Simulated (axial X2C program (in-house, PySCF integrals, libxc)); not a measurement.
**SeH: from the state search to constants**

Aim: find the lowest determinant of SeH, scan the bond at several levels and fit the constants, once spin-free and once with spin–orbit coupling.

The runs use an in-house X2C program for linear molecules on PySCF integrals; all-electron X2C, Se dyall-v3z, H dyall-v3z.

All values are calculated.

## 1. Input

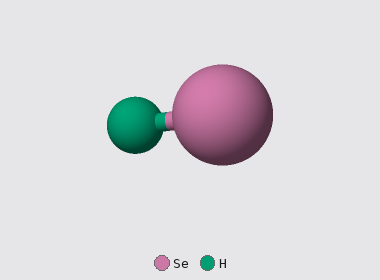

The two atoms at 1.036 Å (selenium pink, hydrogen teal).

Input file task.json:

```json
{"zs": [34, 1], "q": 0, "bas": ["dyall-v3z", "dyall-v3z"], "levels": ["PBE0", "HF", "TPSS", "M06"], "cc": false, "r0": 1.036, "npts": 10, "nst": 2, "ntry": 6}
```

Keys: zs atomic numbers; q charge; bas basis sets; levels methods (HF also brings MP2); cc coupled cluster on or off; r0 starting distance in Å; npts points asked for on the curve; nst determinants followed; ntry starts of the search.

The run is started by

```console
python so2c.py task.json out
```

Spin-free means the one-electron spin-free X2C Hamiltonian; two-component (2c) means X2C with spin–orbit coupling and atomic mean-field two-electron Coulomb and Gaunt terms. Basis: Se dyall-v3z contracted to [8s9p6d1f], H dyall-v3z contracted to [6s2p1d]; Gaussian nuclei, density fitting. Masses: Se 79.917 u, H 1.008 u.

Notation: σ, π±, δ± give the projection m of an orbital's angular momentum (0, ±1, ±2), α and β its spin, Λ and M_S the sums; ω is the projection of a spinor's total angular momentum and Ω the sum. Logs are in hartree.

The results follow Hamiltonian by Hamiltonian and level by level.

## 2. State search with PBE0

PBE0 moves the distance from 1.036 Å to 1.472 Å and compares determinants there.

Spin-free determinants:

```csv
ΔE (eV),state,open shells
0.00,"M_S = 1/2, Λ = 1","beyond closed shells: π+α, π+β, π-α"
3.85,"M_S = 1/2, Λ = 0",beyond closed shells: σα
4.73,"M_S = 3/2, Λ = 0","beyond closed shells: σα, π+α, π-α"
5.12,"M_S = 1/2, Λ = 0","beyond closed shells: σβ, π+α, π-α"
6.07,"M_S = 1/2, Λ = 2","beyond closed shells: σα, π+α, π+β"
6.07,"M_S = 1/2, Λ = 0","beyond closed shells: σα, π+β, π-α"
```

Two-component determinants:

| ΔE (eV) | state | open shells |
| --- | --- | --- |
| 0.00 | Ω = 3/2 | excess of +ω over −ω: ω = 3/2 |
| 0.23 | Ω = 1/2 | excess of +ω over −ω: ω = 1/2 |
| 5.23 | Ω = 1/2 | excess of +ω over −ω: 2 × ω = -1/2, ω = 3/2 |
| 5.93 | Ω = 1/2 | excess of +ω over −ω: ω = 1/2 |
| 6.17 | Ω = 5/2 | excess of +ω over −ω: 2 × ω = 1/2, ω = 3/2 |

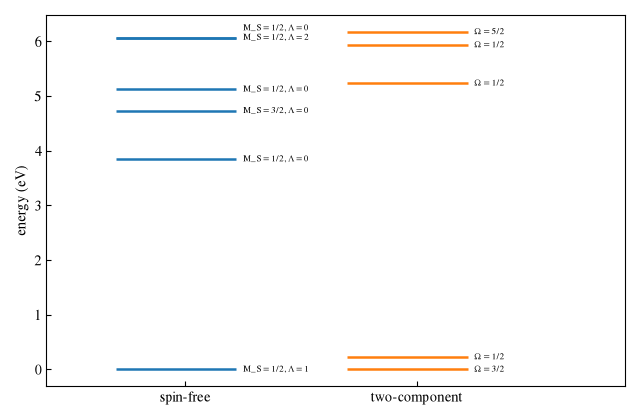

The determinants found, each set from its own lowest.

## 3. PBE0, spin-free

State followed: M_S = 1/2, Λ = 1 (beyond closed shells: π+α, π+β, π-α). The scan is laid around 1.472 Å, a first estimate of the minimum, and this SCF restarts from the orbitals of the search.

Output at 1.472 Å:

```text
spin-free X2C-1e  PBE0
basis functions 89  fitting functions 580  grid points 5072
iter        total energy     max residual
   1      -2430.234216809     3.44e-05
   2      -2430.234216822     1.82e-05
   3      -2430.234216825     1.05e-05
   4      -2430.234216827     1.56e-06
converged
one-electron -3404.73156959  Coulomb 1050.97094732  exact exchange -21.79314427  xc functional -66.90329348  nuclear repulsion 12.22284319
```

Along the bond, energies from the lowest point:

| R (Å) | E (eV) | μ (D) | HOMO (eV) | LUMO (eV) | iterations |
| --- | --- | --- | --- | --- | --- |
| 1.281 | 0.5262 | 0.64 | -6.97 | -4.61 | 9 |
| 1.339 | 0.2246 | 0.61 | -6.95 | -4.60 | 9 |
| 1.384 | 0.0905 | 0.58 | -6.94 | -4.59 | 8 |
| 1.428 | 0.0197 | 0.56 | -6.93 | -4.58 | 8 |
| 1.472 | 0.0000 | 0.53 | -6.93 | -4.58 | 4 |
| 1.524 | 0.0291 | 0.50 | -6.92 | -4.57 | 9 |
| 1.575 | 0.1023 | 0.48 | -6.92 | -4.57 | 9 |
| 1.641 | 0.2455 | 0.44 | -6.91 | -4.56 | 10 |
| 1.722 | 0.4729 | 0.40 | -6.91 | -4.56 | 10 |
| 1.840 | 0.8655 | 0.34 | -6.92 | -4.56 | 10 |

Dipoles are positive if H is the positive end.

Outer orbitals at the reference distance:

| symmetry | occupied | ε (eV) | atomic character |
| --- | --- | --- | --- |
| σα | yes | -20.31 | 73% Se s, 20% H s, 6% H p |
| σβ | yes | -19.25 | 71% Se s, 22% H s, 6% H p |
| σα | yes | -11.04 | 58% Se p, 30% H s, 9% Se s |
| σβ | yes | -10.75 | 57% Se p, 30% H s, 11% Se s |
| π-α | yes | -7.95 | 96% Se p, 4% H p |
| π+α | yes | -7.95 | 96% Se p, 4% H p |
| π+β | yes | -6.93 | 95% Se p, 4% H p |
| π-β | no | -4.58 | 95% Se p, 4% H p |
| σα | no | -0.11 | 47% H s, 18% H p, 17% Se p |
| σβ | no | 0.06 | 48% H s, 18% H p, 17% Se p |
| σα | no | 2.24 | 57% H s, 22% Se d, 16% Se p |

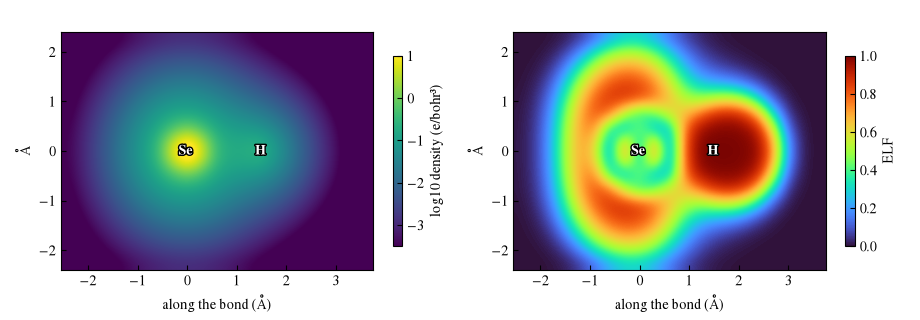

PBE0 fields in a plane through the axis, from a grid of 0.3 Å; Se lies at z = 0 and H at z = 1.472 Å; the ELF is damped to zero where the density is low.

Re = 1.469 Å, ωe = 2426 cm⁻¹, ωexe = 37.1 cm⁻¹, Be = 7.846 cm⁻¹, De = 3.26 eV, μ = 0.53 D.

## 4. HF, spin-free

The SCF at the reference distance of 1.472 Å:

```text
spin-free X2C-1e  HF
basis functions 89  fitting functions 580  grid points 5072
iter        total energy     max residual
   1      -2428.710356145     1.87e-01
   2      -2428.724919286     5.61e-03
   3      -2428.725277163     3.14e-03
   4      -2428.725329075     9.30e-04
   5      -2428.725342322     4.16e-04
   6      -2428.725345186     9.93e-05
   7      -2428.725345466     2.60e-05
   8      -2428.725345491     1.94e-05
   9      -2428.725345499     1.03e-05
  10      -2428.725345501     3.43e-06
  11      -2428.725345502     5.64e-07
converged
one-electron -3404.68732234  Coulomb 1050.97739280  exact exchange -87.23825914  xc functional 0.00000000  nuclear repulsion 12.22284319
```

Re = 1.454 Å, ωe = 2550 cm⁻¹, ωexe = 35.6 cm⁻¹, Be = 8.006 cm⁻¹, De = 2.11 eV, μ = 0.60 D.

## 5. TPSS, spin-free

The SCF at the reference distance of 1.472 Å:

```text
spin-free X2C-1e  TPSS
basis functions 89  fitting functions 580  grid points 5072
iter        total energy     max residual
   1      -2430.453817808     2.13e-02
   2      -2430.454726696     9.56e-03
   3      -2430.454896452     8.53e-03
   4      -2430.455173129     2.75e-04
   5      -2430.455173346     2.70e-04
   6      -2430.455174489     2.18e-05
   7      -2430.455174495     4.80e-06
   8      -2430.455174495     1.43e-06
converged
one-electron -3404.20924779  Coulomb 1050.41826594  exact exchange 0.00000000  xc functional -88.88703584  nuclear repulsion 12.22284319
```

Re = 1.476 Å, ωe = 2371 cm⁻¹, ωexe = 38.4 cm⁻¹, Be = 7.779 cm⁻¹, De = 3.37 eV, μ = 0.49 D.

## 6. M06, spin-free

Output at 1.472 Å:

```text
spin-free X2C-1e  M06
basis functions 89  fitting functions 580  grid points 5072
iter        total energy     max residual
   1      -2430.513310058     9.62e-02
   2      -2430.515440632     2.26e-03
   3      -2430.515477326     1.24e-03
   4      -2430.515496973     5.21e-04
   5      -2430.515500051     1.18e-04
   6      -2430.515500170     6.36e-05
   7      -2430.515500207     5.00e-06
   8      -2430.515500208     1.78e-06
converged
one-electron -3404.66606333  Coulomb 1050.91369094  exact exchange -23.53966886  xc functional -65.44630213  nuclear repulsion 12.22284319
```

Re = 1.472 Å, ωe = 2412 cm⁻¹, ωexe = 37 cm⁻¹, Be = 7.819 cm⁻¹, De = 3.35 eV, μ = 0.45 D.

## 7. Correlated methods, spin-free

Correlated methods: 7 electrons correlated (frozen shells, counted by type: Se 3 s, 2 p, 1 d; H none), 117 virtual spinors in MP2.

MP2: Re = 1.462 Å, ωe = 2484 cm⁻¹, Be = 7.925 cm⁻¹, De = 3.13 eV.

## 8. The spin-free curves together

Energy (eV) of the followed determinant, spin-free, from each level's lowest point:

| R (Å) | PBE0 | HF | MP2 | TPSS | M06 |
| --- | --- | --- | --- | --- | --- |
| 1.281 | 0.526 | 0.476 | 0.502 | 0.545 | 0.537 |
| 1.339 | 0.225 | 0.186 | 0.206 | 0.239 | 0.232 |
| 1.384 | 0.091 | 0.063 | 0.077 | 0.101 | 0.095 |
| 1.428 | 0.020 | 0.005 | 0.013 | 0.025 | 0.022 |
| 1.472 | 0.000 | 0.000 | 0.000 | 0.000 | 0.000 |
| 1.524 | 0.029 | 0.047 | 0.038 | 0.022 | 0.026 |
| 1.575 | 0.102 | 0.140 | 0.120 | 0.087 | 0.097 |
| 1.641 | 0.246 | 0.310 | 0.275 | 0.219 | 0.236 |
| 1.722 | 0.473 | 0.572 | 0.519 | 0.431 | 0.459 |
| 1.840 | 0.866 | 1.003 | 0.977 | 0.799 | 0.844 |

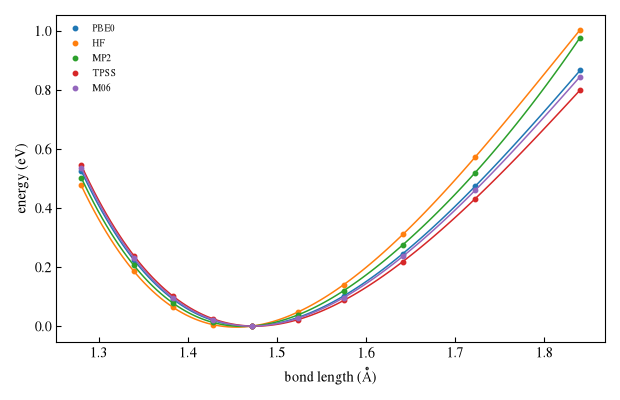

Curves of the followed state, spin-free, each from its own lowest point.

## 9. PBE0, 2c

State followed: Ω = 3/2 (excess of +ω over −ω: ω = 3/2). The scan is laid around 1.472 Å, a first estimate of the minimum, and this SCF restarts from the orbitals of the search.

Output at 1.472 Å:

```text
two-component X2C + atomic mean field  PBE0
basis functions 89  fitting functions 580  grid points 5072
iter        total energy     max residual
   1      -2429.417222477     6.82e-06
   2      -2429.417222478     5.82e-06
converged
one-electron -3402.66011206  Coulomb 1050.57818626  exact exchange -21.78485151  xc functional -66.87796526  nuclear repulsion 12.22284319  atomic mean-field constant -0.89532309
```

Along the bond, energies from the lowest point:

| R (Å) | E (eV) | μ (D) | HOMO (eV) | LUMO (eV) | iterations |
| --- | --- | --- | --- | --- | --- |
| 1.281 | 0.5296 | 0.63 | -7.06 | -4.48 | 9 |
| 1.339 | 0.2270 | 0.60 | -7.05 | -4.47 | 9 |
| 1.384 | 0.0922 | 0.57 | -7.04 | -4.46 | 8 |
| 1.428 | 0.0205 | 0.55 | -7.03 | -4.46 | 8 |
| 1.472 | 0.0000 | 0.52 | -7.03 | -4.45 | 2 |
| 1.524 | 0.0281 | 0.49 | -7.02 | -4.45 | 9 |
| 1.575 | 0.1003 | 0.47 | -7.02 | -4.44 | 9 |
| 1.641 | 0.2422 | 0.43 | -7.02 | -4.44 | 10 |
| 1.722 | 0.4679 | 0.38 | -7.01 | -4.44 | 10 |
| 1.840 | 0.8580 | 0.32 | -7.02 | -4.44 | 10 |

Dipoles are positive if H is the positive end.

Outer spinors at the reference distance:

```
   ω  occupied  ε (eV)             atomic character  λ mixture
 1/2       yes  -20.28    73% Se s, 20% H s, 6% H p     100% σ
-1/2       yes  -19.23    71% Se s, 22% H s, 6% H p     100% σ
 1/2       yes  -11.03   58% Se p, 30% H s, 9% Se s     100% σ
-1/2       yes  -10.74  57% Se p, 29% H s, 11% Se s     100% σ
-1/2       yes   -8.04             95% Se p, 4% H p     100% π
 3/2       yes   -7.80             96% Se p, 4% H p     100% π
 1/2       yes   -7.03             95% Se p, 4% H p     100% π
-3/2        no   -4.45             95% Se p, 4% H p     100% π
 1/2        no   -0.09   47% H s, 18% H p, 17% Se p     100% σ
-1/2        no    0.07   48% H s, 18% H p, 17% Se p     100% σ
 1/2        no    2.25  57% H s, 22% Se d, 16% Se p     100% σ
```

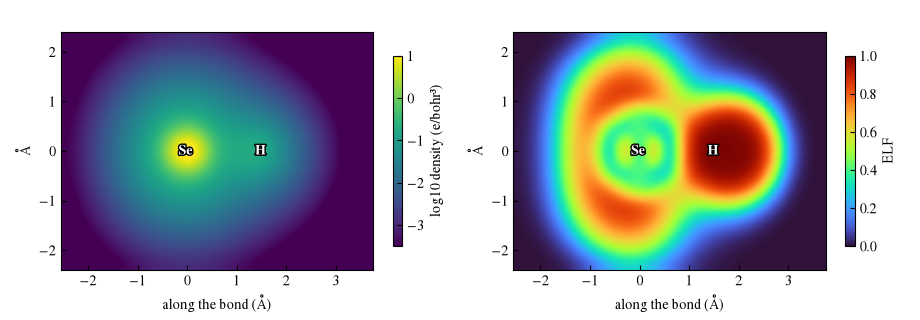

PBE0 fields in a plane through the axis, from a grid of 0.3 Å; Se lies at z = 0 and H at z = 1.472 Å; the ELF is damped to zero where the density is low.

Re = 1.470 Å, ωe = 2421 cm⁻¹, ωexe = 37.2 cm⁻¹, Be = 7.837 cm⁻¹, De = 3.31 eV, μ = 0.52 D.

## 10. HF, 2c

Output at 1.472 Å:

```text
two-component X2C + atomic mean field  HF
basis functions 89  fitting functions 580  grid points 5072
iter        total energy     max residual
   1      -2427.893811730     1.87e-01
   2      -2427.908352367     5.49e-03
   3      -2427.908708193     3.11e-03
   4      -2427.908759576     9.30e-04
   5      -2427.908772592     4.13e-04
   6      -2427.908775387     1.00e-04
   7      -2427.908775672     2.76e-05
   8      -2427.908775700     2.06e-05
   9      -2427.908775710     1.07e-05
  10      -2427.908775713     3.33e-06
  11      -2427.908775714     5.78e-07
converged
one-electron -3402.61490395  Coulomb 1050.58357555  exact exchange -87.20496741  xc functional 0.00000000  nuclear repulsion 12.22284319  atomic mean-field constant -0.89532309
```

Re = 1.455 Å, ωe = 2545 cm⁻¹, ωexe = 35.7 cm⁻¹, Be = 7.997 cm⁻¹, De = 2.15 eV, μ = 0.59 D.

## 11. TPSS, 2c

The SCF at the reference distance of 1.472 Å:

```text
two-component X2C + atomic mean field  TPSS
basis functions 89  fitting functions 580  grid points 5072
iter        total energy     max residual
   1      -2429.636540219     2.37e-02
   2      -2429.637450357     9.58e-03
   3      -2429.637618513     8.58e-03
   4      -2429.637897187     2.74e-04
   5      -2429.637897399     2.69e-04
   6      -2429.637898535     2.17e-05
   7      -2429.637898541     4.82e-06
   8      -2429.637898541     1.45e-06
converged
one-electron -3402.13774843  Coulomb 1050.02548854  exact exchange 0.00000000  xc functional -88.85315874  nuclear repulsion 12.22284319  atomic mean-field constant -0.89532309
```

Re = 1.476 Å, ωe = 2365 cm⁻¹, ωexe = 38.5 cm⁻¹, Be = 7.77 cm⁻¹, De = 3.46 eV, μ = 0.48 D.

## 12. M06, 2c

Output at 1.472 Å:

```text
two-component X2C + atomic mean field  M06
basis functions 89  fitting functions 580  grid points 5072
iter        total energy     max residual
   1      -2429.696406172     9.62e-02
   2      -2429.698542908     2.21e-03
   3      -2429.698579545     1.24e-03
   4      -2429.698599236     5.21e-04
   5      -2429.698602323     1.20e-04
   6      -2429.698602444     6.26e-05
   7      -2429.698602480     5.00e-06
   8      -2429.698602481     1.70e-06
converged
one-electron -3402.59583969  Coulomb 1050.52237506  exact exchange -23.53078215  xc functional -65.42187579  nuclear repulsion 12.22284319  atomic mean-field constant -0.89532309
```

Re = 1.473 Å, ωe = 2406 cm⁻¹, ωexe = 37.1 cm⁻¹, Be = 7.81 cm⁻¹, De = 3.32 eV, μ = 0.44 D.

## 13. Correlated methods, 2c

Correlated methods: 7 electrons correlated (frozen shells, counted by type: Se 3 s, 2 p, 1 d; H none), 117 virtual spinors in MP2.

MP2: Re = 1.463 Å, ωe = 2479 cm⁻¹, Be = 7.917 cm⁻¹, De = 3.12 eV.

## 14. A higher determinant, 2c

State: Ω = 1/2 (excess of +ω over −ω: ω = 1/2).

Output at the reference distance:

```text
two-component X2C + atomic mean field  PBE0
basis functions 89  fitting functions 580  grid points 5072
iter        total energy     max residual
   1      -2429.408900286     2.18e-05
   2      -2429.408900299     1.03e-05
   3      -2429.408900302     5.37e-06
   4      -2429.408900303     1.54e-06
converged
one-electron -3402.55287320  Coulomb 1050.47641662  exact exchange -21.78422965  xc functional -66.87573416  nuclear repulsion 12.22284319  atomic mean-field constant -0.89532309
```

| R (Å) | E above the lowest PBE0 point (eV) |
| --- | --- |
| 1.281 | 0.755 |
| 1.339 | 0.453 |
| 1.384 | 0.318 |
| 1.428 | 0.247 |
| 1.472 | 0.226 |
| 1.524 | 0.255 |
| 1.575 | 0.328 |
| 1.641 | 0.470 |
| 1.722 | 0.697 |

Re = 1.470 Å, ωe = 2425 cm⁻¹, ωexe = 37.2 cm⁻¹, Be = 7.841 cm⁻¹, μ = 0.53 D. Te = 0.23 eV.

## 15. The 2c curves together

Energy (eV) of the followed determinant, 2c, from each level's lowest point:

| R (Å) | PBE0 | HF | MP2 | TPSS | M06 |
| --- | --- | --- | --- | --- | --- |
| 1.281 | 0.530 | 0.480 | 0.506 | 0.548 | 0.540 |
| 1.339 | 0.227 | 0.189 | 0.208 | 0.241 | 0.234 |
| 1.384 | 0.092 | 0.065 | 0.079 | 0.102 | 0.097 |
| 1.428 | 0.021 | 0.006 | 0.014 | 0.026 | 0.023 |
| 1.472 | 0.000 | 0.000 | 0.000 | 0.000 | 0.000 |
| 1.524 | 0.028 | 0.046 | 0.037 | 0.021 | 0.025 |
| 1.575 | 0.100 | 0.138 | 0.118 | 0.085 | 0.095 |
| 1.641 | 0.242 | 0.307 | 0.272 | 0.215 | 0.233 |
| 1.722 | 0.468 | 0.566 | 0.515 | 0.426 | 0.454 |
| 1.840 | 0.858 | 0.996 | 0.969 | 0.792 | 0.837 |

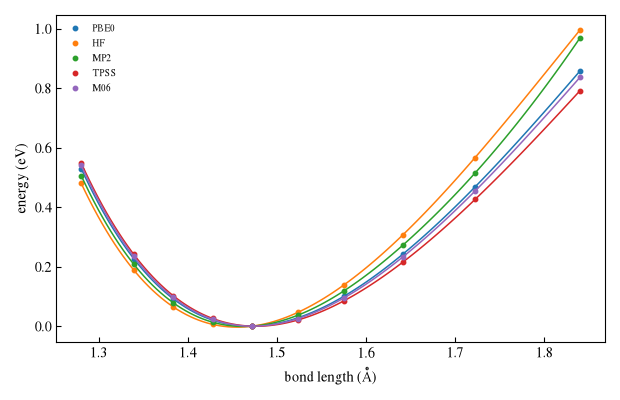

Curves of the followed state, 2c, each from its own lowest point.

Time for the job: 52 s (1 thread of Arm Neoverse N1, shared host).

## 16. Constants

Lowest determinant that the search found at its distance, spin-free: M_S = 1/2, Λ = 1 (beyond closed shells: π+α, π+β, π-α).

Lowest determinant that the search found at its distance, 2c: Ω = 3/2 (excess of +ω over −ω: ω = 3/2).

| Hamiltonian | level | Re (Å) | ωe (cm⁻¹) | De (eV) | μ (D) |
| --- | --- | --- | --- | --- | --- |
| spin-free | PBE0 | 1.469 | 2426 | 3.26 | 0.53 |
| spin-free | HF | 1.454 | 2550 | 2.11 | 0.60 |
| spin-free | MP2 | 1.462 | 2484 | 3.13 | n/a |
| spin-free | TPSS | 1.476 | 2371 | 3.37 | 0.49 |
| spin-free | M06 | 1.472 | 2412 | 3.35 | 0.45 |
| 2c | PBE0 | 1.470 | 2421 | 3.31 | 0.52 |
| 2c | HF | 1.455 | 2545 | 2.15 | 0.59 |
| 2c | MP2 | 1.463 | 2479 | 3.12 | n/a |
| 2c | TPSS | 1.476 | 2365 | 3.46 | 0.48 |
| 2c | M06 | 1.473 | 2406 | 3.32 | 0.44 |

Dipoles are positive if H is the positive end.

Time per point (s) on 1 thread of Arm Neoverse N1, shared host (2c runs); the times are rough: PBE0 0.3, HF 0.2, MP2 0.23, TPSS 0.44, M06 0.55.

In words: At MP2, going from spin-free to two-component changes Re by +1 mÅ, ωe by -0.2 %; the spin-free picture holds up (part of it comes from the scalar share of the two-electron terms). De moves by -0.02 eV; both De rest on single-determinant atoms, which can miss part of an open shell's spin–orbit lowering.

De refers to Se + H, each in the lowest determinant found, which need not be this curve's own limit. The state is a single determinant with fixed occupations, the lowest that a limited PBE0 search found. De is counted from the lowest determinant-based energies of the atoms at the same level, without counterpoise correction. Density functionals use the spin component along the axis (collinear). The meta-GGAs lack a current-density term, which matters for open shells with orbital currents, atoms included.
